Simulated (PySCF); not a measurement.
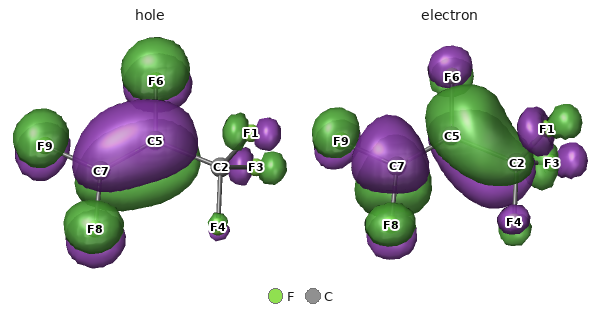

Figure 1: C$_{3}$F$_{6}$, SMILES `FC(F)(F)C(F)=C(F)F`. Leading natural transition orbital pair of S₂ (TDA singlet states); the surfaces enclose about 85 % of each orbital's density.

Computed with PySCF, PBE0/def2-SVP, geometry: GFN2-xTB. No frequency check shows the geometry to be a minimum. Without diffuse functions Rydberg states are missing, so the states' numbers hold for this basis only.

Geometry (Å), atoms numbered from 1:

```
F1       1.8278    0.2525    1.0711
C2       1.1268   -0.1234    0.0008
F3       1.8248    0.2436   -1.0776
F4       1.0719   -1.4538    0.0061
C5      -0.2545    0.5004    0.0005
F6      -0.2401    1.8388    0.0003
C7      -1.4148   -0.1553   -0.0001
F8      -1.5347   -1.4601   -0.0003
F9      -2.5881    0.4311   -0.0004
```

Give its energy and the atoms that hole and electron lie on.

8.46 eV (147 nm), f = 0.568 (bright); the leading pair carries 93 %; hole on C5 (29 %), C7 (22 %) and F6 (20 %), electron on C7 (33 %), C5 (25 %) and C2 (11 %); their centroids lie 0.4 Å apart. In canonical orbitals it is mainly HOMO → LUMO (90 %). The HOMO–LUMO gap is 7.80 eV.

Run time: 5.1 min on 1 thread of Arm Neoverse V1, with other jobs on the host, peak memory 0.68 GiB.
